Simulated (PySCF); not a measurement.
# UB2PLYP/STO-6G run of CClF (SMILES F[C]Cl)

What is the energy change on altering one bond length of CClF at UB2PLYP/STO-6G? 

Program for the calculation: PySCF 2.14.0.

18 further runs of the same task are left out: 6 that didn't finish, 12 set aside as unsound or not needed.

### 1 Starting point

The species is CClF (3 atoms), meant as a triplet with charge 0. SMILES: `F[C]Cl`. The coordinates come from a GFN2-xTB relaxation.

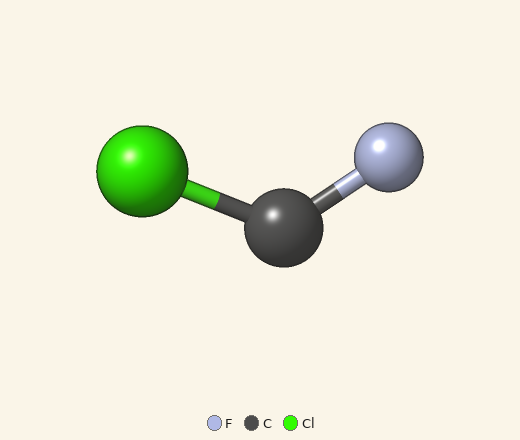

Viewed from a chosen angle; fluorine light blue, carbon dark grey, chlorine green.

### 2 The energy at UB2PLYP/STO-6G

Input file run.py:

```python
# F[C]Cl
from pyscf import gto, dft, mp

molecule = gto.Mole()
molecule.atom = '''
F     -1.887137     1.208461    -0.894823
C     -0.409277    -0.741132    -0.303811
Cl     2.296395    -0.467329     1.198634
'''
molecule.spin = 2
molecule.charge = 0
molecule.basis = 'sto-6g'
molecule.max_memory = 1860
molecule.verbose = 4
molecule.unit = 'bohr'
molecule.build()

calc0 = dft.UKS(molecule)
calc0.xc = '0.53*HF + 0.47*B88, 0.73*LYP'
calc0.conv_tol = 1e-10
calc0.grids.level = 5
calc0.kernel()
if not calc0.converged:
    calc0 = calc0.newton().run(calc0.mo_coeff, calc0.mo_occ)

pt = mp.MP2(calc0, frozen=7).run()
e_final = calc0.e_tot + 0.27 * pt.e_corr
print('PT2 part  %.8f' % (0.27 * pt.e_corr))
print('Final energy', e_final)
```

Started as:

```bash
$ OMP_NUM_THREADS=1 python run.py
```

Standard output:

```text
PySCF version 2.14.0

[INPUT] num. atoms = 3
[INPUT] num. electrons = 32
[INPUT] charge = 0
[INPUT] spin (= nelec alpha-beta = 2S) = 2
[INPUT] symmetry False subgroup None
[INPUT] Mole.unit = bohr
[INPUT] Symbol           X                Y                Z      unit          X                Y                Z       unit  Magmom
[INPUT]  1 F     -0.998629894284   0.639490021486  -0.473519939407 AA   -1.887137000000   1.208461000000  -0.894823000000 Bohr   0.0
[INPUT]  2 C     -0.216580061354  -0.392190164684  -0.160769857627 AA   -0.409277000000  -0.741132000000  -0.303811000000 Bohr   0.0
[INPUT]  3 Cl     1.215199901271  -0.247299856802   0.634289797034 AA    2.296395000000  -0.467329000000   1.198634000000 Bohr   0.0

nuclear repulsion = 85.0755067579886
number of shells = 11
number of NR pGTOs = 114
number of NR cGTOs = 19
basis = sto-6g
ecp = {}

******** <class 'pyscf.dft.uks.UKS'> ********
method = UKS
initial guess = minao
damping factor = 0
level_shift factor = 0
DIIS = <class 'pyscf.scf.diis.CDIIS'>
diis_start_cycle = 1
diis_space = 8
diis_damp = 0
SCF conv_tol = 1e-10
SCF conv_tol_grad = None
SCF max_cycles = 50
direct_scf = True
direct_scf_tol = 1e-13
number electrons alpha = 17  beta = 15
XC library pyscf.dft.libxc version 7.0.0
    S. Lehtola, C. Steigemann, M. J.T. Oliveira, and M. A.L. Marques.,  SoftwareX 7, 1–5 (2018)
XC functionals = 0.53*HF + 0.47*B88, 0.73*LYP
    A. D. Becke.,  Phys. Rev. A 38, 3098 (1988)
    C. Lee, W. Yang, and R. G. Parr.,  Phys. Rev. B 37, 785 (1988)
    B. Miehlich, A. Savin, H. Stoll, and H. Preuss.,  Chem. Phys. Lett. 157, 200 (1989)
radial grids:
    Treutler-Ahlrichs [JCP 102, 346 (1995); DOI:10.1063/1.469408] (M4) radial grids

becke partition: Becke, JCP 88, 2547 (1988); DOI:10.1063/1.454033
pruning grids: <function nwchem_prune>
grids dens level: 5
symmetrized grids: False
atomic radii adjust function: <function treutler_atomic_radii_adjust>
small_rho_cutoff = 0
Set gradient conv threshold to 1e-05
tot grids = 129904
init E= -595.572200826195
[... the frontier-level lines of each cycle are left out ...]


cycle= 1 E= -595.386748764303  delta_E= 0.185  |g|= 0.233  |ddm|= 1.94
cycle= 2 E= -595.40851506  delta_E= -0.0218  |g|= 0.189  |ddm|= 0.579
cycle= 3 E= -595.432840711283  delta_E= -0.0243  |g|= 0.0229  |ddm|= 0.252
cycle= 4 E= -595.433851555693  delta_E= -0.00101  |g|= 0.00787  |ddm|= 0.0795
cycle= 5 E= -595.43398977611  delta_E= -0.000138  |g|= 0.00271  |ddm|= 0.0346
cycle= 6 E= -595.434004868722  delta_E= -1.51e-05  |g|= 0.000587  |ddm|= 0.0117
cycle= 7 E= -595.434005503515  delta_E= -6.35e-07  |g|= 0.000123  |ddm|= 0.00208
cycle= 8 E= -595.434005536688  delta_E= -3.32e-08  |g|= 3.07e-05  |ddm|= 0.000452
cycle= 9 E= -595.434005538939  delta_E= -2.25e-09  |g|= 3.93e-06  |ddm|= 0.000143
cycle= 10 E= -595.434005538972  delta_E= -3.34e-11  |g|= 6.24e-07  |ddm|= 1.72e-05
Extra cycle  E= -595.434005538973  delta_E= -1.02e-12  |g|= 2.53e-07  |ddm|= 1.86e-06
converged SCF energy = -595.434005538973  <S^2> = 2.0037165  2S+1 = 3.0024766

******** <class 'pyscf.mp.ump2.UMP2'> ********
nocc = (np.int64(10), np.int64(8)), nmo = (12, 12)
frozen orbitals 7
E(UMP2) = -595.514155826624  E_corr = -0.0801502876504676
E(SCS-UMP2) = -595.512271827818  E_corr = -0.0782662888447952
E_corr(same-spin) = -0.0206700650028068
E_corr(oppo-spin) = -0.0594802226476608
PT2 part  -0.02164058
Final energy -595.4556461166388
```

Run time: 4.8 s. Hardware: 1 thread of Arm Neoverse V1, shared host; peak memory 0.2 GiB.

### 3 The distorted shape at the same level

Input file job.py:

```python
from pyscf import gto, dft, mp

mol = gto.Mole()
mol.atom = '''
F     -1.937071     1.877481    -0.848812
C     -0.216580    -0.392190    -0.160770
Cl     1.215200    -0.247300     0.634290
'''
mol.charge = 0
mol.spin = 2
mol.max_memory = 1860
mol.verbose = 3
mol.basis = 'sto-6g'
mol.build()

calc0 = dft.UKS(mol)
calc0.xc = '0.53*HF + 0.47*B88, 0.73*LYP'
calc0.conv_tol = 1e-10
calc0.grids.level = 5
calc0.kernel()
if not calc0.converged:
    calc0 = calc0.newton().run(calc0.mo_coeff, calc0.mo_occ)

pt = mp.MP2(calc0, frozen=7).run()
etot = calc0.e_tot + 0.27 * pt.e_corr
print('PT2 part  %.8f' % (0.27 * pt.e_corr))
print(f'total energy: {etot:.8f} hartree')
```

Started as:

```bash
$ OMP_NUM_THREADS=1 python job.py
```

Standard output:

```text
WARN: HOMO -0.0480897649028801 >= LUMO -0.343045223742396

WARN: HOMO 0.342155950000377 >= LUMO 0.0721769974490329

WARN: HOMO 0.18687851801935 >= LUMO 0.174546265473628

converged SCF energy = -595.304602794216  <S^2> = 2.0025521  2S+1 = 3.0017009
E(UMP2) = -595.360068289411  E_corr = -0.0554654951950464
E(SCS-UMP2) = -595.362163140394  E_corr = -0.0575603461786706
PT2 part  -0.01497568
total energy: -595.31957848 hartree
```

Wall time 14 s (1 thread of Arm Neoverse V1, shared host); peak memory 0.2 GiB.

### 4 Summary of results

Level: UB2PLYP/STO-6G, 7 core orbitals frozen.

| quantity | value |
| --- | --- |
| first shape: total energy | -595.45565 Eh |
| first shape: dipole moment (SCF part) | 0.73 D |
| first shape: HOMO energy (SCF part's orbitals) (highest over α and β) | -5.44 eV |
| first shape: LUMO energy (SCF part's orbitals) (lowest over α and β) | 1.64 eV |
| first shape: ⟨S²⟩ | 2.004 |
| distorted shape: total energy | -595.31958 Eh |
| distorted shape: dipole moment (SCF part) | 0.07 D |
| distorted shape: HOMO energy (SCF part's orbitals) (highest over α and β) | -5.92 eV |
| distorted shape: LUMO energy (SCF part's orbitals) (lowest over α and β) | 1.45 eV |
| distorted shape: ⟨S²⟩ | 2.003 |
| energy change with the F1–C2 bond stretched from 1.332 to 2.930 Å | 3.703 eV |

In words: With the F1–C2 bond stretched from 1.332 to 2.930 Å the energy rises by 3.70 eV (357 kJ/mol). The first shape isn't relaxed at this level, so the change isn't measured from a minimum. The minimal basis adds a large error of its own. Mulliken charges (first shape) run from -0.06 on F1 to +0.11 on C2. Mulliken charges (distorted shape) run from -0.06 on Cl3 to +0.06 on C2; they depend strongly on the basis.
